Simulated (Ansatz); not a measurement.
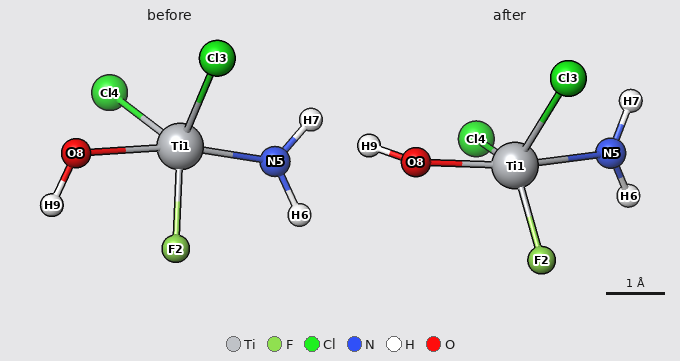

The structure of TiNH3OCl2F (multiplicity 2) before (left) and after (right) a relaxation, at one scale.

A ball-and-stick model, seen from a free direction.

The run prepares an end point of a later path (reaction) calculation, from a guessed geometry.

Computed with Ansatz, UKS PBE/def2-SVP.

Input
```yaml
crystal:
  periodic: [false, false, false]
  atoms:
    - { symbol: Ti, position_ang: [-0.10915, -0.374284, 0.715733] }
    - { symbol: F, position_ang: [-0.719683, -1.60556, 1.89231] }
    - { symbol: Cl, position_ang: [2.00193, -0.229466, 0.048672] }
    - { symbol: Cl, position_ang: [-1.180848, 1.56611, 0.375868] }
    - { symbol: "N", position_ang: [-0.81348, -1.409087, -0.716514] }
    - { symbol: H, position_ang: [-1.340659, -2.279535, -0.568445] }
    - { symbol: H, position_ang: [-0.689514, -1.242505, -1.724481] }
    - { symbol: O, position_ang: [0.334506, 0.535514, 2.442873] }
    - { symbol: H, position_ang: [-0.289303, 0.263114, 3.181584] }
magnetization:
  spin_polarized: true
  initial_magnetization: 1
basis:
  gaussian: { orbitals: def2-SVP }
hamiltonian:
  xc: pbe
relax:
  f_tol: 0.03
  max_steps: 50
output:
  orbitals: {}
```

Launched with:
```bash
ansatz run input.yaml --threads 4 --pin off --max-ram 5120MiB --backend cpu --events-out ev --progress --plain --runs-dir out
```

Describe what moved and what it gained.

Answer. After 14 accepted moves (16 points after the start) the energy has fallen by 27.9 kcal/mol. Largest force component: 0.94 eV/Å at the start, 0.011 eV/Å at the end. The line search rejected the trial steps at points 5, 13 of the run. The largest move after the best rigid fit is that of H9, 1.16 Å. Largest moves by element: H 1.16 Å, Cl 0.95 Å, F 0.65 Å, Ti 0.52 Å, N 0.16 Å, O 0.16 Å. Some distances before and after: Ti1–N5 1.902 → 2.127 Å, Ti1–O8 2.002 → 1.779 Å, Ti1–Cl4 2.243 → 2.382 Å, Ti1–F2 1.809 → 1.750 Å. Bond angles that change, for instance: Cl4–Ti1–N5 100.3° → 67.7°, F2–Ti1–O8 79.8° → 103.3°, Ti1–O8–H9 111.9° → 134.3°.
